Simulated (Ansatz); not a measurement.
A relaxed structure of SiC. Level of theory: PBE (plane waves to 420 eV, PAW, scalar-relativistic; Ansatz, a program for electronic structure).

F-43m (No. 216), cF8, zinc blende type; a = b = c = 4.3797 Å, α = β = γ = 90.00°.

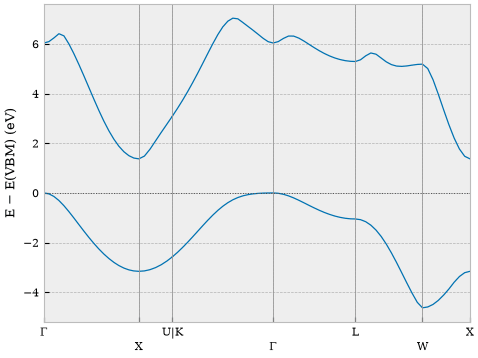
Fig. 1. Highest filled and lowest empty band along the path of this cell's Brillouin zone

Read off the gap and say whether it is direct.

1.37 eV, indirect (valence top at Γ, conduction bottom at X) (no spin-orbit coupling).

How far does the top valence band disperse along this path?

About 4.6 eV.

No spin polarisation in the result.

Measured for SiC: a 4.346 Å (static lattice; corrected from measurement; as listed in Daniel Mejia-Rodriguez, S. B. Trickey, Phys. Rev. B (2018)); gap 2.53 eV (static lattice; corrected from measurement; as listed in Wei Chen et al., Physical Review Materials (2018)). Computed minus measured — a: PBE +0.8 %; gap: PBE -1.16 eV. The computed values are for a static lattice, and a measured gap can be an optical one, lowered by exciton binding.

It was reached from a disturbed copy of a P-6m2 (No. 187) cell (AFLOW prototype AB_hP2_187_d_a (B_h, as in WC)), against which it lies -1.31 eV/atom.
